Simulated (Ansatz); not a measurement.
**Relaxing phosphorene, 3 layers, N on P sites (72 atoms)**

Aim: bring phosphorene, 3 layers, N on P sites (72 atoms) to a nearby minimum of the energy and see what moves.

Program: Ansatz 0.2.0. Level of theory: Kohn-Sham DFT, PBE+D3(BJ), PAW (set soft_2), plane waves. Results are calculated unless marked as measured.

## 1. Set-up

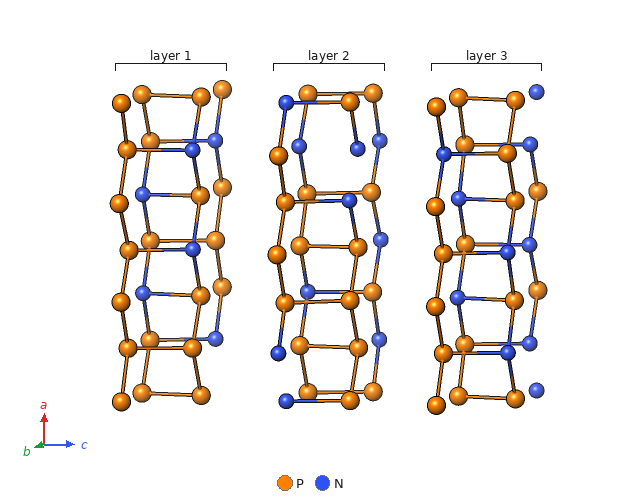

The cell as given, from the side, with the c axis across the page (phosphorus orange, nitrogen blue). Bonds to atoms that aren't drawn are left out. Some periodic images of atoms are drawn too.

The cell holds 72 atoms: 48 P and 24 N. Its edges and angles: a = 10.340 Å, b = 9.102 Å, c = 29.176 Å, α = 90.0°, β = 90.0°, γ = 90.0°. It derives from P (phosphorene) and N. 3 layers of phosphorene (a = 3.314 Å), 3 x 2 cells, biaxial strain +4 %, every second layer slid by 0.500 of a1; facing planes 3.38, 3.4 Å apart; 16 Å of vacuum; 24 of 72 P replaced by N at random; displaced by a Gaussian of 0.02 Å. Regions: layer 1, 24 atoms (18 P and 6 N); layer 2, 24 atoms (9 N and 15 P); layer 3, 24 atoms (9 N and 15 P). Vacuum lies along c.

Coordinates:

```xyz
72
Lattice="10.3397 0.0000 0.0000 0.0000 9.1021 0.0000 0.0000 0.0000 29.1760" Properties=species:S:1:pos:R:3
P    10.2912    0.3656   10.1223
P     0.0121    8.6928    8.0155
N     1.7555    1.8855   10.1451
P     1.7391    2.6593    7.9811
P     0.0019    4.9097   10.1611
P     0.0087    4.1769    7.9621
P     1.7466    6.4421   10.1203
P     1.7684    7.2041    7.9931
P     3.4508    0.3715   10.1174
P     3.4659    8.7286    8.0050
P     5.1681    1.9073   10.1503
P     5.1725    2.6312    7.9849
P     3.4575    4.9630   10.1565
N     3.4719    4.2140    8.0027
N     5.1664    6.4707   10.1375
P     5.1572    7.1918    8.0272
P     6.8968    0.3588   10.1223
P     6.8814    8.7525    7.9487
N     8.6281    1.9089   10.1404
P     8.6170    2.6367    7.9925
P     6.9212    4.9241   10.1325
N     6.8922    4.2036    7.9878
N     8.6049    6.4824   10.1287
P     8.6409    7.1678    7.9563
N     1.6934    0.3600   15.6258
N     1.7519    8.7035   13.5196
P     3.4407    1.8857   15.6500
N     3.4802    2.6785   13.5158
P     1.7140    4.9036   15.6792
P     1.7222    4.2259   13.5053
P     3.4596    6.4613   15.6509
P     3.3992    7.1952   13.4962
N     5.1565    0.3843   15.6821
P     5.1728    8.7377   13.4816
P     6.8993    1.9124   15.6135
P     6.8723    2.6200   13.4770
P     5.1975    4.9118   15.6614
P     5.1747    4.1763   13.5038
N     6.9225    6.4227   15.6179
P     6.8918    7.1766   13.5044
N     8.5836    0.3395   15.6383
P     8.6014    8.7571   13.5400
P    10.3317    1.8997   15.6757
P    10.3228    2.6203   13.5169
N     8.6102    4.9454   15.6579
N     8.6231    4.1977   13.4741
P    10.3330    6.4759   15.6561
N    10.3358    7.2008   13.5382
N    10.3356    0.3969   21.1485
P     0.0210    8.7571   19.0729
N     1.7289    1.9301   21.1736
P     1.7251    2.6824   19.0222
P     0.0143    4.9251   21.1847
P     0.0329    4.2073   19.0674
N     1.7129    6.4725   21.1873
P     1.7146    7.1887   19.0481
P     3.4650    0.3589   21.1847
P     3.4412    8.7397   19.0429
N     5.1441    1.9137   21.1581
P     5.1908    2.6538   19.0414
P     3.4206    4.9135   21.1456
N     3.4421    4.1781   19.0277
N     5.1905    6.4810   21.1809
P     5.1688    7.1718   19.0470
P     6.8929    0.3803   21.1908
P     6.9041    8.7255   19.0368
N     8.6236    1.9246   21.1902
P     8.6352    2.6586   19.0213
P     6.8764    4.9178   21.1727
N     6.8741    4.1711   19.0703
P     8.6250    6.4814   21.1684
N     8.6204    7.2033   19.0718
```

## 2. Single point at the start

The forces at the start show how far the geometry lies from a minimum of this functional.

The input, input.yaml:

```yaml
crystal:
  lattice:
    - [10.3397, 0.0, 0.0]
    - [0.0, 9.1021, 0.0]
    - [0.0, 0.0, 29.176]
  atoms:
    - { symbol: P, position: [0.99531, 0.04017, 0.34694] }
    - { symbol: P, position: [0.00117, 0.95503, 0.27473] }
    - { symbol: "N", position: [0.16978, 0.20715, 0.34772] }
    - { symbol: P, position: [0.1682, 0.29216, 0.27355] }
    [... 62 atom lines left out ...]
    - { symbol: "N", position: [0.83403, 0.21145, 0.72629] }
    - { symbol: P, position: [0.83515, 0.29209, 0.65195] }
    - { symbol: P, position: [0.66505, 0.54029, 0.72569] }
    - { symbol: "N", position: [0.66483, 0.45826, 0.65363] }
    - { symbol: P, position: [0.83416, 0.71208, 0.72554] }
    - { symbol: "N", position: [0.83372, 0.79139, 0.65368] }
kpoints:
  mp_grid: { grid: [1, 2, 1] }
hamiltonian:
  xc: pbe
  dispersion: d3bj
scf:
  occupations: { method: gaussian, width: 0.05 }
output:
  forces: true
  populations: true
  dos:
    method: { smearing: { sigma: 0.08 } }
    de: 0.1
    projected:
      site_lists:
        "N": ["N"]
        P: [P]
        layer_1: [0, 1, 2, 3, 4, 5, 6, 7, 8, 9, 10, 11, 12, 13, 14, 15, 16, 17, 18, 19, 20, 21, 22, 23]
        layer_2: [24, 25, 26, 27, 28, 29, 30, 31, 32, 33, 34, 35, 36, 37, 38, 39, 40, 41, 42, 43, 44, 45, 46, 47]
        layer_3: [48, 49, 50, 51, 52, 53, 54, 55, 56, 57, 58, 59, 60, 61, 62, 63, 64, 65, 66, 67, 68, 69, 70, 71]
  eigenvalues: true
```

Command:

```console
> ansatz run input.yaml --threads 8 --pin off --max-ram 15872MiB --backend cpu --events-out ev --progress --plain --runs-dir out
```

Numbers of over 12 decimals in the logs are rounded to 6 here.

The log of the run:

```text
Engine: ansatz 0.2.0, aarch64-unknown-linux-gnu
Pseudopotentials: kind: paw
Pseudopotential: P, paw, valence charge 5, recommended cutoff 420 eV (normal), P.paw.azcp
Pseudopotential: N, paw, valence charge 5, recommended cutoff 420 eV (normal), N.paw.azcp
[... 5 lines on functional and potentials left out ...]
Crystal: 72 atoms, lattice volume = 2745.840 Å³
Basis set: ecut = 420 eV, 53541 PW (Γ), exchange–correlation on 144×128×400 points (8 copies of the dense FFT grid, shifted against one another)
Bands: 252, of which v1, the nominal top of the filled ones, is band 180 counted from 1 (179 counted from 0)
Symmetry: 1 space group operations
Space group: P1 (ITA 1), of the structure as read, at distance tolerance 1.4e-4 Å
k-points: 2
[... 5 lines on functional and potentials left out ...]
Initial density: superposition of atomic densities (neutral atoms: chi_scale 0, normalization atom), corrected by the library's trained network
Initial wavefunctions: pseudopotential atomic-orbital guess
Functional: x = pbe(κ = 0.804, μ = 0.219515), c = pbe(β = 0.066725)
SCF iter   1: F=—  HF=-45410.094496 eV  |F-HF|=—  |Δ(HF+E_count)|=         —  Δρ=5.00e-3  dr2=1.09e0  ethr=1.77e-3  ⟨swp⟩=7.0  Hψ=2430  notcnv=0  defer=2
preconditioner: auto → Resta (q_TF=auto, 1.945 Å⁻¹)  ε∞=4.0  [insulator: Δε(μ)=0.502 eV  Ē_g=7.785 eV  σ=0.050 eV  W_gap=1.00  n_scr=332 (ndim 8)  ℏωp=13.4 eV  f_vac=0.423  D(μ)=0.00/eV (n_scr^D=0)  ε∞_Penn≈4.0  vacuum switching on, ρ_ref=4.4e-3 e/Å³]
SCF iter   2: F=—  HF=-45410.096200 eV  |F-HF|=—  |Δ(HF+E_count)|=   1.70e-3  Δρ=6.62e-3  dr2=1.86e0  ethr=3.04e-4  ⟨swp⟩=2.0  Hψ=702  notcnv=0  defer=134
SCF iter   3: F=—  HF=-45409.995207 eV  |F-HF|=—  |Δ(HF+E_count)|=   1.01e-1  Δρ=3.90e-3  dr2=6.72e-1  ethr=3.04e-4  ⟨swp⟩=3.5  Hψ=637  notcnv=0  defer=134
SCF iter   4: F=—  HF=-45409.959247 eV  |F-HF|=—  |Δ(HF+E_count)|=   3.60e-2  Δρ=1.91e-3  dr2=1.61e-1  ethr=1.87e-4  ⟨swp⟩=2.5  Hψ=549  notcnv=0  defer=134
SCF iter   5: F=—  HF=-45409.946069 eV  |F-HF|=—  |Δ(HF+E_count)|=   1.32e-2  Δρ=6.81e-4  dr2=1.73e-2  ethr=4.48e-5  ⟨swp⟩=2.5  Hψ=588  notcnv=0  defer=133
SCF iter   6: F=—  HF=-45409.944920 eV  |F-HF|=—  |Δ(HF+E_count)|=   1.15e-3  Δρ=4.05e-4  dr2=6.81e-3  ethr=4.81e-6  ⟨swp⟩=2.5  Hψ=593  notcnv=0  defer=133
SCF iter   7: F=—  HF=-45409.944961 eV  |F-HF|=—  |Δ(HF+E_count)|=   4.15e-5  Δρ=2.24e-4  dr2=1.89e-3  ethr=1.89e-6  ⟨swp⟩=2.0  Hψ=591  notcnv=0  defer=132
SCF iter   8: F=—  HF=-45409.945066 eV  |F-HF|=—  |Δ(HF+E_count)|=   1.05e-4  Δρ=1.63e-4  dr2=9.36e-4  ethr=5.26e-7  ⟨swp⟩=2.0  Hψ=542  notcnv=0  defer=132
SCF iter   9: F=—  HF=-45409.945142 eV  |F-HF|=—  |Δ(HF+E_count)|=   7.62e-5  Δρ=9.66e-5  dr2=3.50e-4  ethr=2.60e-7  ⟨swp⟩=2.0  Hψ=540  notcnv=0  defer=132
SCF iter  10: F=—  HF=-45409.945159 eV  |F-HF|=—  |Δ(HF+E_count)|=   1.71e-5  Δρ=4.31e-5  dr2=6.05e-5  ethr=9.73e-8  ⟨swp⟩=2.0  Hψ=575  notcnv=0  defer=132
SCF iter  11: F=—  HF=-45409.945306 eV  |F-HF|=—  |Δ(HF+E_count)|=   1.47e-4  Δρ=4.31e-5  dr2=8.03e-5  ethr=1.68e-8  ⟨swp⟩=2.5  Hψ=594  notcnv=0  defer=132
SCF iter  12: F=—  HF=-45409.945309 eV  |F-HF|=—  |Δ(HF+E_count)|=   3.09e-6  Δρ=2.99e-5  dr2=3.86e-5  ethr=1.68e-8  ⟨swp⟩=2.0  Hψ=680  notcnv=0  defer=132
SCF iter  13: F=—  HF=-45409.945311 eV  |F-HF|=—  |Δ(HF+E_count)|=   1.88e-6  Δρ=2.55e-5  dr2=2.86e-5  ethr=1.07e-8  ⟨swp⟩=2.0  Hψ=549  notcnv=0  defer=132
SCF iter  14: F=—  HF=-45409.945311 eV  |F-HF|=—  |Δ(HF+E_count)|=   7.34e-8  Δρ=6.96e-6  dr2=1.65e-6  ethr=7.95e-9  ⟨swp⟩=2.0  Hψ=493  notcnv=0  defer=132
SCF iter  15: F=—  HF=-45409.945311 eV  |F-HF|=—  |Δ(HF+E_count)|=   4.92e-7  Δρ=5.23e-6  dr2=9.85e-7  ethr=4.59e-10  ⟨swp⟩=3.5  Hψ=761  notcnv=0  defer=132
SCF iter  16: F=—  HF=-45409.945312 eV  |F-HF|=—  |Δ(HF+E_count)|=   2.41e-7  Δρ=3.35e-6  dr2=4.70e-7  ethr=2.74e-10  ⟨swp⟩=2.0  Hψ=571  notcnv=0  defer=132
SCF iter  17: F=—  HF=-45409.945312 eV  |F-HF|=—  |Δ(HF+E_count)|=   4.77e-8  Δρ=1.91e-6  dr2=1.32e-7  ethr=1.31e-10  ⟨swp⟩=2.0  Hψ=531  notcnv=0  defer=132
SCF iter  18: F=-45409.945312 eV  HF=-45409.945312 eV  |F-HF|=4.41e-8  |Δ(HF+E_count)|=   2.81e-8  Δρ=1.40e-6  dr2=8.25e-8  ethr=2.78e-11  ⟨swp⟩=12.5  Hψ=2828  notcnv=0
SCF 1 converged in 18 iterations: F = -45409.945312 eV  dr2 = 8.25e-8
  greatest PAW one-centre occupation: 0.851 electrons in one spin orbital (limit 2), on the N atom at site 48 (counted from 0), in its partial waves of l = 0
SCF converged after 18 iterations
Free energy (F): -45409.945312 eV
Harris-Foulkes:  -45409.945312 eV  (|F-HF|=4.41e-8)
Internal energy: -45409.945312 eV  (E = F + TS)
E sigma→0 (E₀):  -45409.945312 eV
Fermi energy:    -0.543208 eV
--- Per-component energies (eV) ---
  E_band       = -2274.894110
  E_kinetic    = 5957.451296
  E_local      = -131416.058269  (includes V_loc(G=0)·N_el)
  E_nonlocal   = 2719.434004
  E_hartree    = 62854.597982
  E_xc         = -4197.862551
  E_vxc        = -4487.208669  (∫ρ·V_xc dr)
  E_paw        = -30324.904482  (= ΣΔE_a)
  E_vpaw       = -757.713520  (= ΣTr[D̂ρ^β])
  E_aug_tail   = 0.001997  (compensation charges beyond the density's cutoff)
  E_ewald      = 49010.948580
  E_disp       = -13.553870  (pairwise vdW)
  E_smearing   = -0.000000  (= −TS)
  E_closure    = -0.000000  (closes the sum)
  Σ components = -45409.945312   (vs F -45409.945312, Δ=0.00e0)
--- Forces (eV/Å), atoms counted from 1 ---
  atom   1  P      0.08943650     2.63374435     0.15281614
  atom   2  P     -0.13809624    -0.22431664     0.13456568
  atom   3  N     -0.00461851    -1.95303568    -2.62703125
  atom   4  P      1.21062201     1.08694587     2.42359162
  atom   5  P     -0.96364548     1.47903259    -0.60037140
  atom   6  P     -0.08679408    -0.61696831     0.91716000
  atom   7  P     -0.11476205    -0.44241134    -0.15111619
  atom   8  P     -0.24746568     0.37595258     0.28951334
  atom   9  P     -1.26454867     1.63088226     0.22095783
  atom  10  P      0.13135073    -0.37916650     0.17787916
  atom  11  P      0.08061563    -0.34273221    -0.70527600
  atom  12  P      0.00833789     2.87413925     0.58729422
  atom  13  P      1.33876990     0.74168958    -2.21007179
  atom  14  N     -0.12636508    -2.27122675     2.41310931
[...]
atom  71  P     -0.13823366    -0.25461431    -2.49903283
  atom  72  N      0.04817942     2.20112740     2.45238092
  max |Σ_I F_I| component: 1.77e-4 eV/Å
--- Band table (eV) ---
  k-point 0: bands = ["-14.9553", "-14.8871", "-14.8320", "-14.4336", [... 236 levels ...], "2.3843", "2.4467", "2.4636", "2.5124", "2.5708", "2.6163", "2.6288", "2.6770", "2.6779", "2.6972", "2.7780", "2.7880"]
  k-point 1: bands = ["-14.7693", "-14.7332", "-14.6676", "-14.6602", [... 236 levels ...], "2.3318", "2.3490", "2.4346", "2.4866", "2.5669", "2.5997", "2.6518", "2.6805", "2.7661", "2.7940", "2.8090", "2.8850"]
--- Löwdin populations: 72 sites ---
  site symbol       q [e]
     0      P      4.5957
     1      P      4.9291
     2      N      5.4940
[...]
71      N      5.4693
  spilling = 0.009610 (of n_electrons = 360.000000)
```

Elapsed: 34 s, on 8 threads of Arm Neoverse V2, shared host; peak memory 6.9 GiB.

The run gave:

```
free energy                                      : -45409.9453 eV
free energy per atom                             : -630.6937 eV/atom
SCF cycles                                       : 18
r.m.s. force component                           : 1.528 eV/Å
longest force                                    : 3.632 eV/Å
Fermi energy                                     : -0.5432 eV
gap (highest filled to lowest empty level) : 0.428 eV
spilling of the projection                       : 0.00961
```

The r.m.s. force component of 1.5 eV/Å sets the starting point.

Length of the force by element:

```tsv
element	coordination	atoms	mean length of the force (eV/Å)	spread	least	most
N	all	24	3.31	0.191	2.89	3.63
P	all	48	2.07	0.865	0.296	3.29
```

(Continued in part 2 of 3.)

[Logs are printed without paths, hosts, clocks, repeated set-up lines and the standing remarks that a program may print on its own settings, such as how far it seeks lower states.]

[Hosts, paths, dates, database ids (printed as entryN), source tags and the programs' standing remarks are cut or masked in the printed files.]
